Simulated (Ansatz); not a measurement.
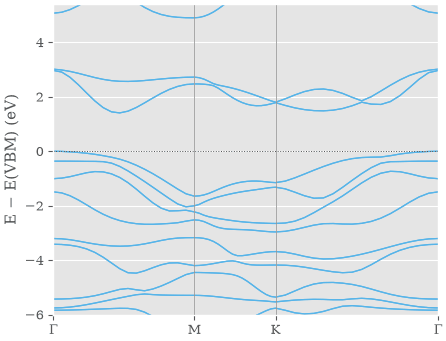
Figure: Band structure from DFT-r²SCAN+D4 with spin–orbit coupling in the program Ansatz with PAW potentials

**Question.** Read off the gap and where the band edges lie.

**Answer.** About 1.4 eV (1.41 eV by a search for the band edges); maximum at Γ, minimum on the Γ–M line, 46 % of the way from Γ.

The material is monolayer PtSe2 (1T, P-3m1 in the vacuum cell, 3 atoms).

A layer that has been made, often on a substrate. Symmetry was held in the r²SCAN+D4 relaxation; whether a distortion lowers the energy is not shown. No spin polarisation was allowed.

Potentials: the later of the program's two PAW sets.
